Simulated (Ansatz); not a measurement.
```xyz
12

Si   -0.5589   -1.3334    0.1183
C     1.1050    1.3482    0.5571
H     0.8617   -1.6694   -0.1699
H    -1.3421   -2.5980    0.2875
N    -1.1796   -0.4728   -1.2558
H     0.8493    0.6044    1.3027
H    -0.6220   -0.6383    1.3875
H     1.1156    2.3459    1.0231
H     0.3578    1.3308   -0.2449
H     2.1027    1.1411    0.1433
H    -0.5612    0.0550   -1.8603
H    -2.1283   -0.1138   -1.2888
```

Not at a stationary point (largest force 1.2 eV/Å).

The calculation used UKS B3LYP-D4/def2-SVP in Ansatz.

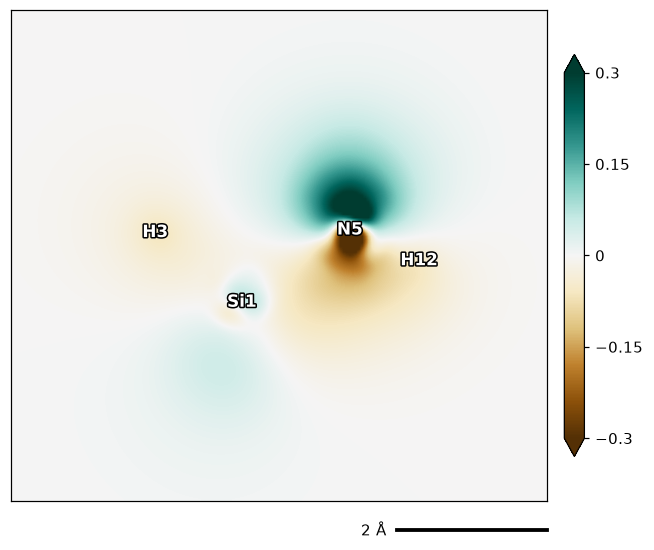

H₅NSi···CH₄. The HOMO on the plane of atoms Si1, N5 and H12 (values in Å⁻³ᐟ²; the overall sign is arbitrary).

**Describe this orbital and give its energy.**

By Hirshfeld shares it lies mainly on N5 (about 65 %) and H7 (about 5 %). Its energy is −6.81 eV.
